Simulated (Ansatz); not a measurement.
**Si2H6O2 (SMILES O[SiH2][SiH2]O): CAM-B3LYP/6-31G(d) (spherical functions)**

Aim: the electronic atomisation energy of Si2H6O2 at CAM-B3LYP/6-31G* (spherical functions), from 4 runs. 

The results are computed with Ansatz 0.2.0.

48 further runs of the same task are left out: 48 set aside as unsound or not needed.

### Step 1. The molecule

Si2H6O2: 10 atoms, total charge 0, spin state singlet. SMILES: `O[SiH2][SiH2]O`. The shape is that of a PBE0-D4/def2-TZVP optimisation. This is one conformer, not always the lowest.

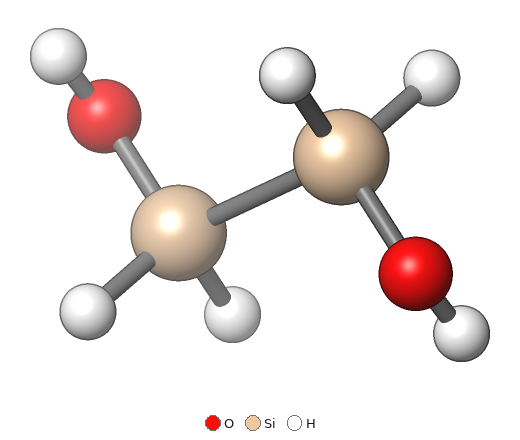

The structure, seen from a chosen angle (oxygen red, silicon light orange, hydrogen white).

### Step 2. The energy at CAM-B3LYP/6-31G(d) (spherical functions)

Contents of run.yaml:

```yaml
crystal:
  periodic: [false, false, false]
  atoms:
    - {symbol: O, position_ang: [-1.023300, 1.887700, 1.029000]}
    - {symbol: Si, position_ang: [0.114300, 0.686000, 0.959700]}
    - {symbol: Si, position_ang: [-0.148600, -0.673600, -0.947700]}
    - {symbol: O, position_ang: [0.987200, -1.877000, -1.014900]}
    - {symbol: H, position_ang: [-1.013300, 2.545500, 0.332800]}
    - {symbol: H, position_ang: [-0.079100, -0.112900, 2.199100]}
    - {symbol: H, position_ang: [1.498300, 1.246700, 0.986300]}
    - {symbol: H, position_ang: [-1.533500, -1.232000, -0.975500]}
    - {symbol: H, position_ang: [0.047500, 0.124300, -2.187300]}
    - {symbol: H, position_ang: [0.975700, -2.534100, -0.318000]}
basis:
  gaussian: {orbitals: 6-31G_st_-spherical.json}
output: {orbitals: {seedname: orbitals}}
hamiltonian: {xc: {name: CAM-B3LYP}}
accuracy: high
```

The basis set 6-31G* is read from a file made from the Basis Set Exchange's data (not shown).

Started as:

```bash
$ ansatz run run.yaml --threads 1 --pin off --max-ram 3480MiB --events-out events.jsonl --progress --plain --runs-dir runs
```

Log:

```text
Warning: RAYON_NUM_THREADS=1 ignored (pool sized by the plan → 1); use --threads N
Functional definition: CAM-B3LYP
  name "CAM-B3LYP"
  parameter alpha = 0.19
  parameter beta = 0.46
  parameter omega = 0.33/bohr
  parameter ac = 0.81
  exchange = (1 - alpha - beta)*b88_x + beta*b88_x_sr(omega) + alpha*exact_x + beta*exact_x_lr(omega)
  correlation = (1 - ac)*vwn5_c + ac*lyp_c
1719 factors; integrals over basis functions are off by at most 8.4e-9 eV
462 factors; integrals over basis functions are off by at most 1.8e-9 eV
mean field evaluation 1: about -19939.4722 eV, gradient 6.1e1 eV
mean field evaluation 2: about -19934.5161 eV, gradient 8.2e1 eV
mean field evaluation 4: about -19945.9183 eV, gradient 6.2e-1 eV
mean field evaluation 8: about -19946.1123 eV, gradient 2.8e-2 eV
mean field evaluation 16: about -19946.1123 eV, gradient 1.4e-5 eV
mean field -19946.11228798 eV, -733.0061066228 hartree, gradient 2.0e-8 eV, S^2 0.000000; 0 other end points of the search recorded, 0 dependent functions left out
reference -19946.11230948 eV, -733.0061074129 hartree; 25, 25 occupied and 51, 51 virtual orbitals, 1719 factors
Total energy: -19946.11230948 eV, -733.0061074129 hartree
```

Run time: 8.7 s. Hardware: 1 thread of Arm Neoverse V1, shared host; peak memory 0.28 GiB.

### Step 3. The H atom

Contents of input.yaml:

```yaml
crystal:
  periodic: [false, false, false]
  atoms:
    - {symbol: H, position_ang: [0.000000, 0.000000, 0.000000]}
basis:
  gaussian:
    orbitals: "6-31G*"
magnetization:
  spin_polarized: true
  initial_magnetization: 1
hamiltonian:
  xc: {name: CAM-B3LYP}
accuracy: high
```

Run the same way, it converges to -0.49683 Eh (log not shown).

### Step 4. The O atom at the same level

Contents of run.yaml:

```yaml
crystal:
  periodic: [false, false, false]
  atoms:
    - {symbol: O, position_ang: [0.000000, 0.000000, 0.000000]}
basis:
  gaussian:
    orbitals: 6-31G_st_-spherical.json
magnetization:
  spin_polarized: true
  initial_magnetization: 2
accuracy: high
hamiltonian:
  xc: {name: CAM-B3LYP}
```

The basis set 6-31G* is read from a file made from the Basis Set Exchange's data (not shown).

Run the same way, it converges to -75.03601 Eh (log not shown).

### Step 5. The Si atom at the same level

Contents of job.yaml:

```yaml
crystal:
  periodic: [false, false, false]
  atoms:
    - {symbol: Si, position_ang: [0.000000, 0.000000, 0.000000]}
basis:
  gaussian:
    orbitals: 6-31G_st_-spherical.json
magnetization:
  spin_polarized: true
  initial_magnetization: 2
hamiltonian:
  xc: {name: CAM-B3LYP}
accuracy: high
```

The basis set 6-31G* is read from a file made from the Basis Set Exchange's data (not shown).

Started as:

```bash
$ ansatz run job.yaml --threads 1 --pin off --max-ram 3480MiB --events-out events.jsonl --progress --plain --runs-dir runs
```

Log, cut to the lines that bear on the results:

```text
Warning: RAYON_NUM_THREADS=1 ignored (pool sized by the plan → 1); use --threads N
[... 8 set-up lines as earlier in the session ...]
141 factors; integrals over basis functions are off by at most 2.6e-9 eV
76 factors; integrals over basis functions are off by at most 4.6e-10 eV
mean field evaluation 1: about -7873.6878 eV, gradient 2.0e0 eV
mean field evaluation 2: about -7873.7299 eV, gradient 4.8e-1 eV
mean field evaluation 4: about -7873.7316 eV, gradient 4.7e-1 eV
mean field evaluation 8: about -7873.7344 eV, gradient 7.3e-4 eV
mean field evaluation 16: about -7873.7344 eV, gradient 9.2e-9 eV
mean field -7873.73438708 eV, -289.3544017164 hartree, gradient 9.2e-9 eV, S^2 2.002080; 0 other end points of the search recorded, 0 dependent functions left out
reference -7873.73439721 eV, -289.3544020887 hartree; 8, 6 occupied and 10, 12 virtual orbitals, 141 factors
Total energy: -7873.73439721 eV, -289.3544020887 hartree
```

Run time: 0.72 s. Hardware: 1 thread of Arm Neoverse V1, shared host.

### Step 6. Summary of results

At CAM-B3LYP/6-31G* (spherical functions):

```
                     quantity          value
       molecule: total energy  -733.00611 Eh
        molecule: HOMO energy       -8.55 eV
        molecule: LUMO energy        0.43 eV
      molecule: HOMO–LUMO gap        8.98 eV
         H atom: total energy    -0.49683 Eh
                 H atom: ⟨S²⟩          0.750
         O atom: total energy   -75.03601 Eh
                 O atom: ⟨S²⟩          2.002
        Si atom: total energy  -289.35440 Eh
                Si atom: ⟨S²⟩          2.002
electronic atomisation energy      33.860 eV
```

**Reading.** Taking the molecule apart into free atoms costs 33.86 eV (781 kcal/mol), before zero-point energy and without spin-orbit coupling.
